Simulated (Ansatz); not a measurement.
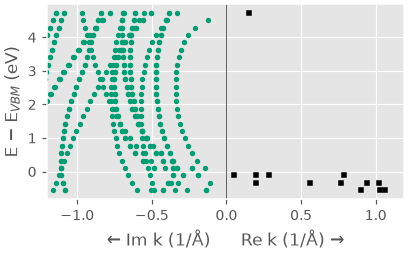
*Complex bands at the centre of the two-dimensional zone; r2SCAN run with Ansatz (a program for electronic structure)*

The gap is the functional's own, uncorrected, and κ follows it; spin-orbit coupling is left out. Mid-gap means the computed energy nearest the middle.

This is ZrO$_{2}$ (P4_2/nmc, 6 atoms a cell, 11.3 Å³ an atom) along the normal of (110). Read off the slowest decay at the centre of the two-dimensional zone at 2.31 eV, the computed energy nearest the middle of the gap.

κ ≈ 0.34 1/Å, a decay length 1/(2κ) of the density of 1.5 Å.
